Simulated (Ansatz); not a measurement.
Take CdS in the wurtzite structure (space group P6_3mc, No. 186; a = 4.164 Å, c = 6.767 Å) as the base.

Perturbation: hydrostatic tension (pressure −1 GPa).

Level of theory: r2SCAN (Ansatz, a first-principles code, PAW, no SOC).

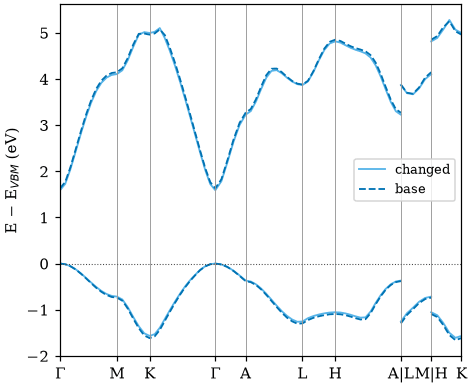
Highest valence and lowest conduction band along the path, each from its own valence-band maximum

**Question.** From the figure, how large is the changed gap, and is it direct?

**Answer.** About 1.6 eV, direct at Γ.

Load acts through the strain it causes; cell and atoms are relaxed under it. Whether these cells are dynamically stable was not tested.
